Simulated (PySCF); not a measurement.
C2H7GeN, SMILES `C/N=[CH]\[GeH3]`.

Level of theory: ωB97X/def2-SVP (PySCF), at a geometry from GFN2-xTB. No frequency check shows the geometry to be a minimum. GFN2-xTB bond lengths at metals and heavier atoms can be off by up to 0.1 Å and shapes distorted, which carries into these values. Without diffuse functions Rydberg states are missing, so the states' numbers hold for this basis only.

Input

```python
import numpy as np
from pyscf import gto, scf, dft, tdscf
from pyscf.scf import atom_ks, atom_hf
from scipy.linalg import block_diag

def solve(mol, dm0=None, hcore=None):
    mf = (dft.UKS if mol.spin else dft.RKS)(mol, xc='wb97x')
    mf.grids.level = 3
    mf = mf.density_fit(auxbasis='def2-universal-jkfit')
    mf.conv_tol, mf.max_cycle = 1e-8, 80
    if hcore is not None:
        mf.get_hcore = lambda *args: hcore
    mf.kernel(dm0)
    if not mf.converged:
        mf = mf.newton().run(mf.mo_coeff, mf.mo_occ, max_cycle=30)
    assert mf.converged, 'SCF not converged'
    return mf

mol = gto.M(atom='''
C      2.15998    -0.75501    -0.00048
N      1.82921     0.63894    -0.00020
C      0.63100     1.00285     0.00024
Ge    -1.01069    -0.10792    -0.00007
H      1.75320    -1.25343    -0.88113
H      3.24464    -0.85156     0.00188
H      1.74907    -1.25511     0.88711
H      0.47057     2.07849     0.00022
H     -1.10528    -1.00287    -1.19993
H     -1.11087    -1.00515     1.19304
H     -2.20951     0.78337     0.00379
''', basis='def2-svp', charge=0, spin=0, verbose=4)
mf = solve(mol)
td = mf.TDA()
td.nstates, td.singlet, td.conv_tol = 4, True, 1e-5
td.kernel()
td.analyze()
x, y = np.array([p[0] for p in td.xy]), np.array([p[1] + 0 * p[0] for p in td.xy])
f, mu = td.oscillator_strength(), td.transition_dipole()
nto = [td.get_nto(state=i + 1, verbose=4) for i in range(len(td.e))]
# spherically averaged free atoms, for the promolecule
atm = atom_ks.get_atm_nrks(mol, xc='wb97x')
pro = block_diag(*[(atm[a[0]][2] * atm[a[0]][3]) @ atm[a[0]][2].T for a in mol._atom])
np.savez('result.npz', e=td.e, f=f, ok=td.converged, w=[n[0] for n in nto], nto=[n[1] for n in nto], x=x, y=y, c=mf.mo_coeff, occ=mf.mo_occ, eps=mf.mo_energy, pro=pro, mu=mu)
```

Run with:

```sh
OMP_NUM_THREADS=1 python input.py
```

The run took 6.1 min on 1 thread of Intel(R) Xeon(R) Processor @ 2.50GHz (Skylake/Cascade Lake) (shared host), peak memory 0.63 GiB.

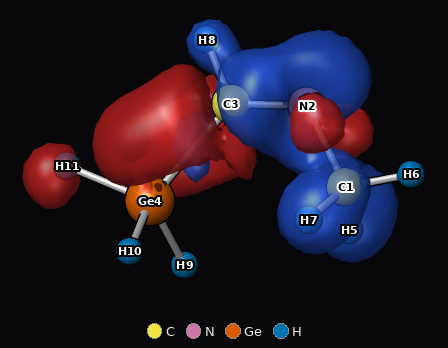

Unrelaxed difference density of S₃ less the ground state (TDA singlet states), ±0.015 e/Å³; red: gain, blue: loss.

Q: How does the charge move on excitation?

A: 0.45 e is displaced in all, of which about 0.3 e passes between atoms: N2 (0.15 e) and C1 (0.06 e) lose electrons and Ge4 (0.17 e) and H11 (0.05 e) gain them. The state: 7.85 eV (158 nm), f = 0.105 (bright); the leading pair carries 68 %; hole on N2 (37 %), C3 (25 %) and C1 (11 %), electron on C3 (25 %), Ge4 (25 %) and N2 (22 %) (shares are of the whole state, not of the leading pair alone); their centroids lie 0.9 Å apart.
